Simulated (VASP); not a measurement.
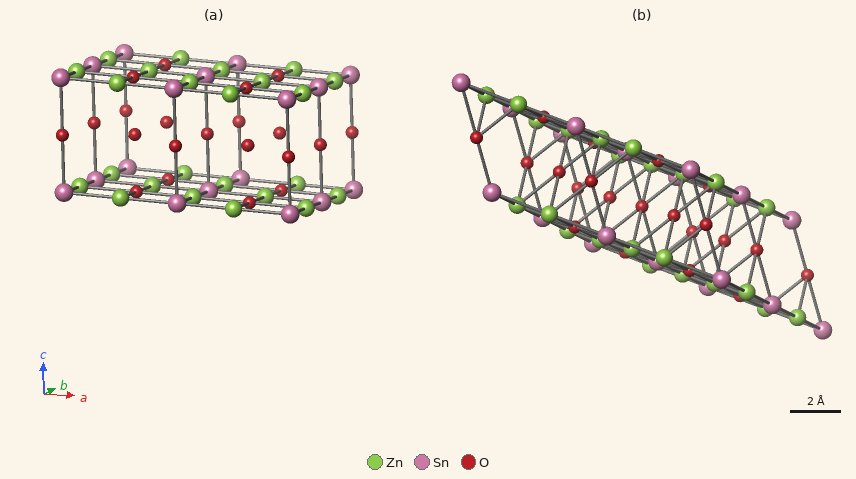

The structure of crystalline Zn2SnO3 (a generated structure, set up in C2/m) before (left) and after (right) a relaxation, at one scale.

Style: ball-and-stick. Shown: the cell of the calculation, repeated 2 × 2 × 1 with one cell outlined, slightly off an axis.

The run lets cell and atoms move.

Level of theory: Kohn-Sham DFT of a periodic cell, PBE, VASP PAW PBE potentials, recommended in VASP.

Input
```
SYSTEM = Zn2SnO3
PREC = Normal
ENCUT = 520
EDIFF = 1E-4
ISMEAR = 0
SIGMA = 0.15
LREAL = .False.
LASPH = .True.
NELM = 60
ALGO = Fast
ISIF = 3
LWAVE = .False.
LCHARG = .False.
GGA = PE
IBRION = 2
NSW = 24
EDIFFG = -0.08
```

Command:
```bash
cat potpaw_PBE.64/Zn/POTCAR potpaw_PBE.64/Sn_d/POTCAR potpaw_PBE.64/O/POTCAR > POTCAR
mpirun -np 1 vasp_std > vasp.out
```

What changed between the two?

The relaxation stopped without meeting its thresholds, so the last structure isn't shown to be converged. The energy falls by 3.902 eV per cell of the calculation in 23 geometry steps. All forces vanish by symmetry, so only the cell relaxes. The pressure goes from 3.90 to 4.39 GPa. No atom moves by more than 0.005 Å relative to the cell. Cell: a = b 4.662 → 5.046 Å (+8.2 %), c 4.788 → 4.958 Å (+3.6 %), α 95.7° → 126.5°, β 95.7° → 126.5°, γ 80.4° → 56.2°. Volume −23.8 %. Some distances before and after: O–Zn 3.172 → 2.252 Å, Zn–Zn 3.010 → 2.376 Å, O–Sn 3.010 → 2.376 Å, Sn–Zn 2.331 → 2.523 Å. New bonds form, among them: O–Zn (3.17 → 2.25 Å). Bond angles that change, for instance: Zn–Sn–O 95.7° → 126.5°, Zn–Sn–Zn 99.6° → 123.8°, Zn–Sn–Zn 80.4° → 56.2°. The space group stays C2/m (No. 12). The volume changes by over a tenth within one run on a fixed set of plane waves, so the end point should be relaxed again from the new cell.
